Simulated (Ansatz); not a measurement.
# CH6B2S: rotation by 120° about the B2–C3 bond

Wanted: the energy profile along the rotation by 120° about the B2–C3 bond, from relaxed end points and a band of images. SMILES of the start: BBCS.

All numbers below are computed with Ansatz 0.2.0 (RKS BLYP-D4/def2-SVP).

## Step 1: The system as given

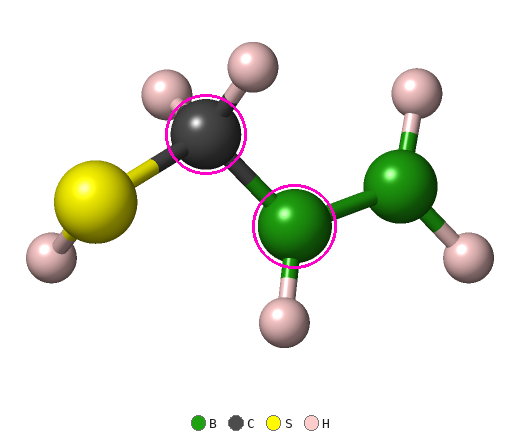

Start, viewed from a chosen angle; boron green, carbon dark grey, sulfur yellow, hydrogen pink. Ringed: B2, C3.

Structure file:

```xyz
10

B    -1.1531    1.3399    0.5125
B     0.0609    0.5735   -0.2012
C     0.4016   -0.8950    0.2611
S     1.9326   -1.5173   -0.6657
H    -1.4712    2.4703    0.1266
H    -1.8327    0.8856    1.3548
H     0.7104    1.1102   -1.0517
H    -0.3973   -1.5513    0.1144
H     0.6961   -0.8613    1.3962
H     1.1360   -1.6058   -1.8440
```

## Step 2: End point A

The input, input.yaml:

```yaml
crystal:
  periodic: [false, false, false]
  atoms:
    - { symbol: B, position_ang: [-1.1531, 1.3399, 0.5125] }
    - { symbol: B, position_ang: [0.0609, 0.5735, -0.2012] }
    - { symbol: C, position_ang: [0.4016, -0.895, 0.2611] }
    - { symbol: S, position_ang: [1.9326, -1.5173, -0.6657] }
    - { symbol: H, position_ang: [-1.4712, 2.4703, 0.1266] }
    - { symbol: H, position_ang: [-1.8327, 0.8856, 1.3548] }
    - { symbol: H, position_ang: [0.7104, 1.1102, -1.0517] }
    - { symbol: H, position_ang: [-0.3973, -1.5513, 0.1144] }
    - { symbol: H, position_ang: [0.6961, -0.8613, 1.3962] }
    - { symbol: H, position_ang: [1.136, -1.6058, -1.844] }
basis:
  gaussian: { orbitals: def2-SVP }
hamiltonian:
  xc: blyp
  dispersion: d4
relax:
  f_tol: 0.015
  max_steps: 40
```

On the command line:

```
ansatz run input.yaml --threads 1 --pin off --max-ram 2048MiB --backend cpu --events-out ev --progress --plain --runs-dir out
```

Log, cut to the lines that bear on the results:

```text
Warning: RAYON_NUM_THREADS=1 ignored (pool sized by the plan → 1); use --threads N
[...]
Functional definition: BLYP
[...]
1019 factors; their error is unknown
[...]
mean field -13312.74187351 eV, -489.2342401508 hartree, gradient 3.8e-5 eV, S^2 0.000000; 3 other end points of the search recorded, 0 dependent functions left out
[...]
reference -13312.74220200 eV, -489.2342522227 hartree; 19, 19 occupied and 71, 71 virtual orbitals, 1019 factors
relax step   1: F+E_penalty+E_count = -13313.13869780 eV  Δ(F+E_penalty+E_count) = +0.000e0 eV  max|allowed force component| = 3.177e0 eV/Å  Δτ_max = 0.0000 Å  (63 SCF iters, accepted)
[...]
relax step   5: F+E_penalty+E_count = -13313.92781870 eV  Δ(F+E_penalty+E_count) = -8.750e-2 eV  max|allowed force component| = 7.595e-1 eV/Å  Δτ_max = 0.1955 Å  (28 SCF iters, accepted)
[...]
relax step   9: F+E_penalty+E_count = -13314.32201945 eV  Δ(F+E_penalty+E_count) = -4.253e-2 eV  max|allowed force component| = 2.026e-1 eV/Å  Δτ_max = 0.1997 Å  (27 SCF iters, accepted)
[...]
relax step  13: F+E_penalty+E_count = -13314.35408809 eV  Δ(F+E_penalty+E_count) = -7.559e-3 eV  max|allowed force component| = 1.503e-1 eV/Å  Δτ_max = 0.0951 Å  (27 SCF iters, accepted)
[...]
relax step  15: F+E_penalty+E_count = -13314.38038988 eV  Δ(F+E_penalty+E_count) = -1.720e-2 eV  max|allowed force component| = 5.311e-1 eV/Å  Δτ_max = 0.0984 Å  (28 SCF iters, accepted)
[...]
relax step  16: F+E_penalty+E_count = -13314.42525249 eV  Δ(F+E_penalty+E_count) = -4.486e-2 eV  max|allowed force component| = 4.507e-1 eV/Å  Δτ_max = 0.1971 Å  (27 SCF iters, accepted)
[...]
1019 factors; their error is unknown
```

## Step 3: More of the same log: end point A relaxed

The log, continued, cut to the lines that bear on the results:

```text
mean field -13314.04500616 eV, -489.2821293925 hartree, gradient 1.4e-5 eV, S^2 0.000000; 0 other end points of the search recorded, 0 dependent functions left out
[...]
reference -13314.04533988 eV, -489.2821416567 hartree; 19, 19 occupied and 71, 71 virtual orbitals, 1019 factors
relax step  17: F+E_penalty+E_count = -13314.44754515 eV  Δ(F+E_penalty+E_count) = -2.229e-2 eV  max|allowed force component| = 6.029e-1 eV/Å  Δτ_max = 0.1981 Å  (27 SCF iters, accepted)
[...]
relax step  20: F+E_penalty+E_count = -13314.56627848 eV  Δ(F+E_penalty+E_count) = -2.666e-2 eV  max|allowed force component| = 4.522e-1 eV/Å  Δτ_max = 0.1178 Å  (29 SCF iters, accepted)
[...]
relax step  23: F+E_penalty+E_count = -13314.58287780 eV  Δ(F+E_penalty+E_count) = -6.157e-5 eV  max|allowed force component| = 8.664e-2 eV/Å  Δτ_max = 0.0365 Å  (29 SCF iters, accepted)
[...]
Atom 0 at    -1.102079     1.246611     0.024862 Å, force     0.000489     0.001430    -0.009170 eV/Å
Atom 1 at     0.369006     0.522759     0.348705 Å, force     0.000868     0.000821    -0.001436 eV/Å
Atom 2 at     0.575985    -1.030525     0.533760 Å, force     0.006388    -0.000325    -0.003029 eV/Å
Atom 3 at     1.159087    -0.886817    -1.260647 Å, force    -0.012017    -0.002299     0.001523 eV/Å
Atom 4 at    -1.672178     1.263598    -1.052932 Å, force     0.003325    -0.001847     0.007117 eV/Å
Atom 5 at    -1.692301     1.818625     0.927068 Å, force    -0.002026     0.000552     0.002254 eV/Å
Atom 6 at     1.339134     1.215324     0.609522 Å, force    -0.003078    -0.002061     0.000734 eV/Å
Atom 7 at    -0.270899    -1.734840     0.596990 Å, force     0.001628     0.000792     0.001439 eV/Å
Atom 8 at     1.438437    -1.396762     1.118401 Å, force    -0.005215     0.000794    -0.003631 eV/Å
Atom 9 at    -0.060892    -1.069174    -1.842729 Å, force     0.009638     0.002143     0.004199 eV/Å
Dipole moment:    -0.015136    -0.413260    -0.095171 e Å
```

It took 3.9 min on 1 thread of Intel Xeon at 2.50GHz (Skylake/Cascade Lake), shared host; peak memory 0.13 GiB.

Step by step:

```csv
step,energy from step 1 (eV),largest force component (eV/Å)
1,0.0000,3.1772
2,-0.5235,0.9518
3,-0.5983,0.5744
4,-0.7016,0.4847
5,-0.7891,0.7595
6,-0.8949,0.6499
7,-1.0288,0.5820
8,-1.1408,0.2312
9,-1.1833,0.2026
10x,-1.1583,0.8152
11,-1.1997,0.3003
12,-1.2078,0.0823
13,-1.2154,0.1503
14,-1.2245,0.5468
15,-1.2417,0.5311
16,-1.2866,0.4507
17,-1.3088,0.6029
18,-1.3548,0.7283
19,-1.4009,0.6800
20,-1.4276,0.4522
21,-1.4406,0.2492
22,-1.4441,0.0834
23,-1.4442,0.0866
24,-1.4450,0.0312
25,-1.4452,0.0495
26,-1.4454,0.0466
27,-1.4457,0.0311
28,-1.4458,0.0154
29,-1.4459,0.0120
```

Step 1 is the start. 1 step was tried and not accepted (marked x).

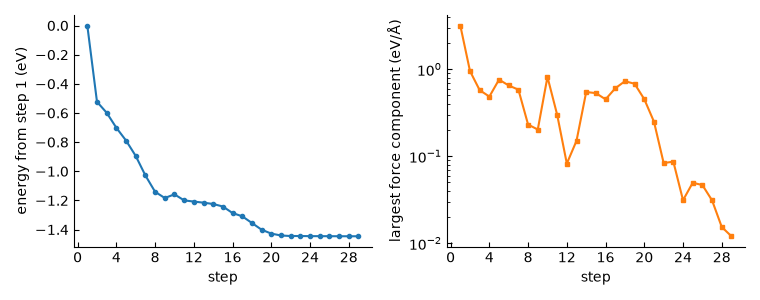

How energy and force went from step to step.

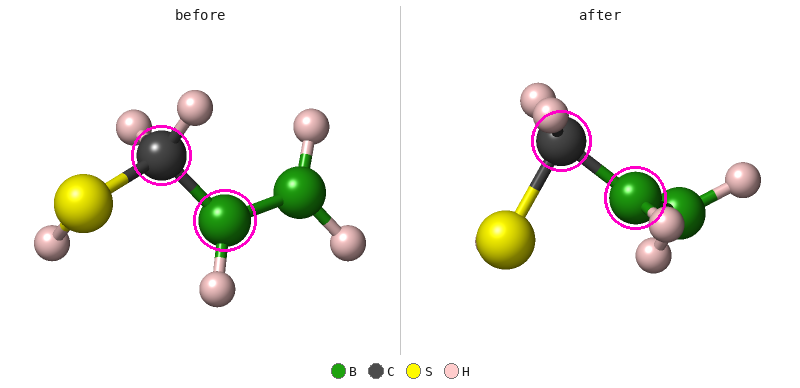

Before and after, at one scale.

After: Bond lengths: B1–B2 1.671 Å, B2–C3 1.578 Å, C3–S4 1.892 Å, B1–H5 1.219 Å, B1–H6 1.220 Å, B2–H7 1.220 Å, C3–H8 1.103 Å, C3–H9 1.104 Å, S4–H10 1.364 Å. Angles: B1–B2–C3 124.4°, B1–B2–H7 119.7°, C3–B2–H7 115.4°, B2–B1–H5 126.1°, B2–B1–H6 119.0°, H5–B1–H6 114.9°, B2–C3–S4 81.6°, B2–C3–H8 122.3°, B2–C3–H9 119.4°, S4–C3–H8 109.8°, S4–C3–H9 106.7°, H8–C3–H9 110.9°, C3–S4–H10 96.8°.

## Step 4: End point B

The second end starts from a geometry with the move made by hand.

The input, input.yaml:

```yaml
crystal:
  periodic: [false, false, false]
  atoms:
    - { symbol: B, position_ang: [-1.1531, 1.3399, 0.5125] }
    - { symbol: B, position_ang: [0.0609, 0.5735, -0.2012] }
    - { symbol: C, position_ang: [0.4016, -0.895, 0.2611] }
    - { symbol: S, position_ang: [0.7486, -0.91385, 2.12374] }
    - { symbol: H, position_ang: [-1.4712, 2.4703, 0.1266] }
    - { symbol: H, position_ang: [-1.8327, 0.8856, 1.3548] }
    - { symbol: H, position_ang: [0.7104, 1.1102, -1.0517] }
    - { symbol: H, position_ang: [1.21423, -1.29488, -0.25873] }
    - { symbol: H, position_ang: [-0.5514, -1.55944, 0.09793] }
    - { symbol: H, position_ang: [1.97868, -0.24346, 1.86245] }
basis:
  gaussian: { orbitals: def2-SVP }
hamiltonian:
  xc: blyp
  dispersion: d4
relax:
  f_tol: 0.015
  max_steps: 40
```

On the command line:

```
ansatz run input.yaml --threads 1 --pin off --max-ram 2048MiB --backend cpu --events-out ev --progress --plain --runs-dir out
```

Log, cut to the lines that bear on the results:

```text
Warning: RAYON_NUM_THREADS=1 ignored (pool sized by the plan → 1); use --threads N
[...]
Functional definition: BLYP
[...]
1019 factors; their error is unknown
[...]
mean field -13313.03269444 eV, -489.2449276230 hartree, gradient 4.7e-5 eV, S^2 0.000000; 0 other end points of the search recorded, 0 dependent functions left out
[...]
reference -13313.03302304 eV, -489.2449396989 hartree; 19, 19 occupied and 71, 71 virtual orbitals, 1019 factors
relax step   1: F+E_penalty+E_count = -13313.45427225 eV  Δ(F+E_penalty+E_count) = +0.000e0 eV  max|allowed force component| = 3.015e0 eV/Å  Δτ_max = 0.0000 Å  (29 SCF iters, accepted)
[...]
relax step   4: F+E_penalty+E_count = -13314.31735242 eV  Δ(F+E_penalty+E_count) = -1.394e-1 eV  max|allowed force component| = 5.066e-1 eV/Å  Δτ_max = 0.1909 Å  (28 SCF iters, accepted)
[...]
relax step   7: F+E_penalty+E_count = -13314.49540784 eV  Δ(F+E_penalty+E_count) = -2.321e-2 eV  max|allowed force component| = 1.354e-1 eV/Å  Δτ_max = 0.1995 Å  (29 SCF iters, accepted)
[...]
relax step  10: F+E_penalty+E_count = -13314.54209253 eV  Δ(F+E_penalty+E_count) = -2.147e-2 eV  max|allowed force component| = 1.884e-1 eV/Å  Δτ_max = 0.1996 Å  (28 SCF iters, accepted)
[...]
relax step  11: F+E_penalty+E_count = -13314.55906168 eV  Δ(F+E_penalty+E_count) = -1.697e-2 eV  max|allowed force component| = 1.683e-1 eV/Å  Δτ_max = 0.1582 Å  (28 SCF iters, accepted)
[...]
relax step  12: F+E_penalty+E_count = -13314.56111976 eV  Δ(F+E_penalty+E_count) = -2.058e-3 eV  max|allowed force component| = 3.467e-1 eV/Å  Δτ_max = 0.1951 Å  (28 SCF iters, accepted)
[...]
1019 factors; their error is unknown
mean field -13314.13948147 eV, -489.2856012960 hartree, gradient 5.9e-6 eV, S^2 0.000000; 0 other end points of the search recorded, 0 dependent functions left out
[...]
reference -13314.13981366 eV, -489.2856135039 hartree; 19, 19 occupied and 71, 71 virtual orbitals, 1019 factors
```

## Step 5: More of the same log: end point B relaxed

The log, continued, cut to the lines that bear on the results:

```text
relax step  13: F+E_penalty+E_count = -13314.56245347 eV  Δ(F+E_penalty+E_count) = -1.334e-3 eV  max|allowed force component| = 1.767e-1 eV/Å  Δτ_max = 0.0900 Å  (30 SCF iters, accepted)
[...]
relax step  19: F+E_penalty+E_count = -13314.57469756 eV  Δ(F+E_penalty+E_count) = -6.383e-4 eV  max|allowed force component| = 2.593e-2 eV/Å  Δτ_max = 0.0139 Å  (31 SCF iters, accepted)
[...]
relax step  20: F+E_penalty+E_count = -13314.57477202 eV  Δ(F+E_penalty+E_count) = -7.445e-5 eV  max|allowed force component| = 1.388e-2 eV/Å  Δτ_max = 0.0078 Å  (23 SCF iters, accepted)
1019 factors; their error is unknown
[...]
mean field -13314.14911444 eV, -489.2859553012 hartree, gradient 1.1e-5 eV, S^2 0.000000; 1 other end points of the search recorded, 0 dependent functions left out
[...]
reference -13314.14944720 eV, -489.2859675300 hartree; 19, 19 occupied and 71, 71 virtual orbitals, 1019 factors
[...]
Atom 0 at    -1.322946     1.384301     0.508178 Å, force     0.001599     0.001071     0.008234 eV/Å
Atom 1 at     0.124641     0.616968     0.187705 Å, force     0.004601    -0.003153    -0.007307 eV/Å
Atom 2 at     0.309960    -0.945301     0.082507 Å, force    -0.013878    -0.000781    -0.011724 eV/Å
Atom 3 at     0.925742    -0.760973     1.860326 Å, force     0.006393     0.003607     0.011657 eV/Å
Atom 4 at    -1.942756     1.879206    -0.420394 Å, force    -0.002067    -0.000381    -0.001207 eV/Å
Atom 5 at    -1.838642     1.515496     1.603136 Å, force     0.001832     0.000477    -0.003990 eV/Å
Atom 6 at     1.096836     1.286633    -0.126364 Å, force    -0.003471     0.001723     0.003488 eV/Å
Atom 7 at     1.097653    -1.391545    -0.548282 Å, force     0.004058    -0.001291    -0.001377 eV/Å
Atom 8 at    -0.573094    -1.607186     0.131210 Å, force     0.004644     0.000819     0.001073 eV/Å
Atom 9 at     2.228616    -0.504730     1.549468 Å, force    -0.003710    -0.002090     0.001153 eV/Å
Dipole moment:     0.300218    -0.348503    -0.011157 e Å
```

Run time: 2.2 min. Hardware: 1 thread of Intel Xeon at 2.50GHz (Skylake/Cascade Lake), shared host; peak memory 0.13 GiB.

The steps of the relaxation:

```csv
step,energy from step 1 (eV),largest force component (eV/Å)
1,0.0000,3.0148
2,-0.5449,0.8567
3,-0.7236,0.4422
4,-0.8631,0.5066
5,-0.9629,0.5470
6,-1.0179,0.2844
7,-1.0411,0.1354
8,-1.0506,0.4293
9,-1.0664,0.2600
10,-1.0878,0.1884
11,-1.1048,0.1683
12,-1.1068,0.3467
13,-1.1082,0.1767
14,-1.1174,0.1179
15x,-1.1170,0.1867
16x,-1.1158,0.2081
17,-1.1194,0.0282
18,-1.1198,0.0577
19,-1.1204,0.0259
20,-1.1205,0.0139
```

Step 1 is the start. 2 steps were tried and not accepted (marked x).

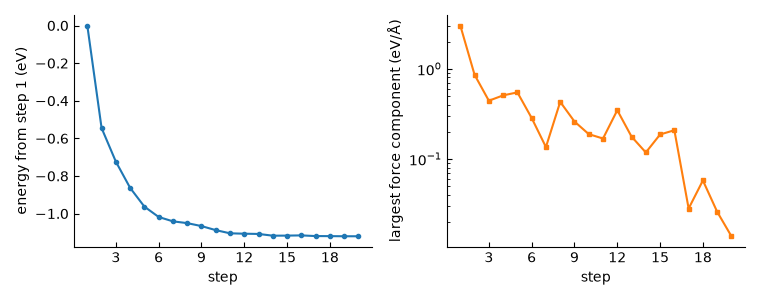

Energy and largest force along the relaxation.

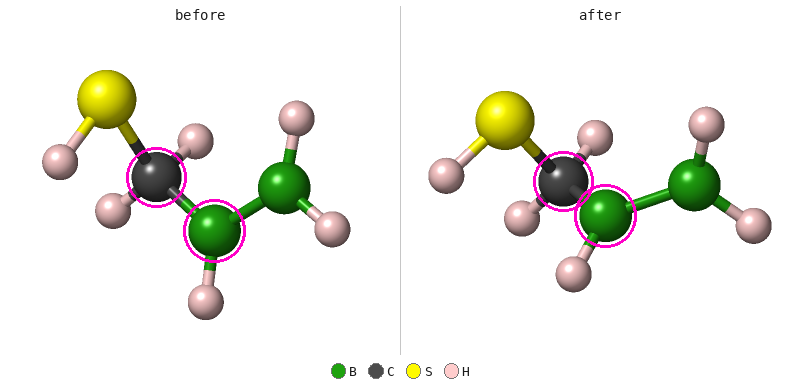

The structure before (left) and after (right), drawn at the same scale.

After: Bond lengths: B1–B2 1.669 Å, B2–C3 1.577 Å, C3–S4 1.890 Å, B1–H5 1.221 Å, B1–H6 1.217 Å, B2–H7 1.222 Å, C3–H8 1.103 Å, C3–H9 1.105 Å, S4–H10 1.364 Å. Angles: B1–B2–C3 124.8°, B1–B2–H7 119.2°, C3–B2–H7 115.6°, B2–B1–H5 118.7°, B2–B1–H6 126.1°, H5–B1–H6 115.2°, B2–C3–S4 83.0°, B2–C3–H8 121.5°, B2–C3–H9 119.8°, S4–C3–H8 110.2°, S4–C3–H9 106.1°, H8–C3–H9 110.7°, C3–S4–H10 96.6°.

[end of part 1 of 2]
